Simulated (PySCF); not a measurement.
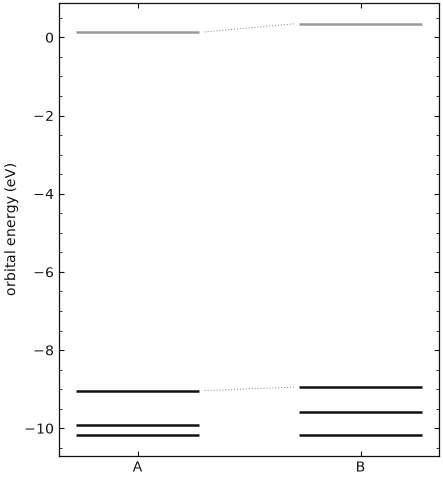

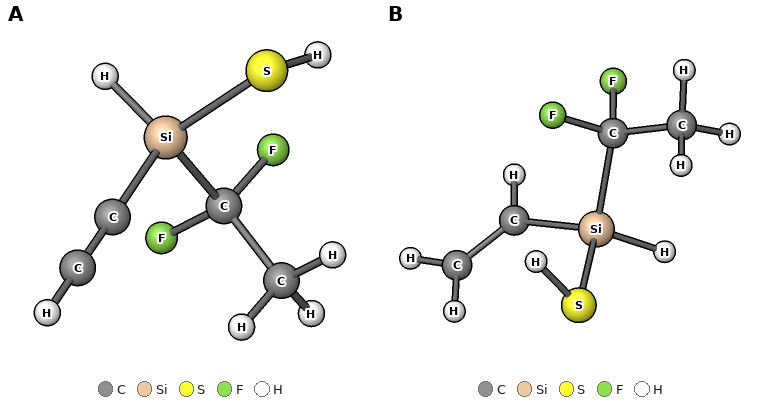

Related molecules: A is C₄H₆F₂SSi, SMILES C#C[Si@@H](S)C(C)(F)F; B is C₄H₈F₂SSi, SMILES C=C[Si@H](S)C(C)(F)F. Frontier orbital energies, CAM-B3LYP/def2-SVPD, PySCF, at a GFN2-xTB geometry (no frequency check); drawn are at most three filled levels and, in grey, the LUMO with any level within 0.03 eV of it; dotted lines join the HOMOs and the LUMOs.

**What does the change do to the frontier levels?**

From A to B the HOMO rises by 0.09 eV and the LUMO rises by 0.21 eV, so the separation goes from 9.17 to 9.29 eV.

Caveats, for all or some of the runs: empty levels above zero depend strongly on the basis; one conformer of a flexible molecule; the tight-binding geometry is rougher than a DFT one and adds to the error.
